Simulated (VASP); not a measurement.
Band structure of AgF (relaxed from the NiAs type structure, space group P6_3/mmc). Method: PBEsol GGA, VASP's PBE PAW potentials (set 64) (plane waves; VASP 6.6.1).

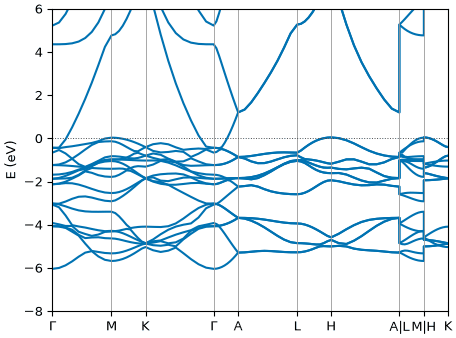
Figure: Bands along high-symmetry lines, zero at the valence-band maximum or, without a gap, the Fermi level

Task: Read the plot: is there a gap, and where are the band edges?

Result: It has no gap at this level: it comes out as a metal or semimetal. (Edges off the drawn lines would not show.)

The structure was generated: AgF was put into the NiAs type type (P6_3/mmc), which need not be its known phase. It was relaxed first, which changed the volume by +38 %.
